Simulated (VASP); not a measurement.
Band structure of CeO₂ (space group Fm-3m). These are PBE GGA, VASP's PBE PAW potentials (set 64) (plane waves; VASP) values and carry that method's errors.

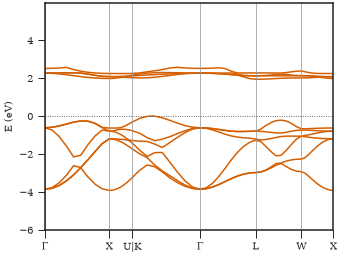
Fig. 1. Bands along high-symmetry lines, zero at the valence-band maximum or, without a gap, the Fermi level

Read the plot: is there a gap, and where are the band edges?

The gap is indirect, 1.94 eV, from the valence maximum at K-Γ at 0.33 to the conduction minimum at L.

The structure comes from a computed database's CeO2 entry; how it stands against other phases isn't given here. The cell was not relaxed at this level. The run is not spin-polarised, so no magnetic state was tried.
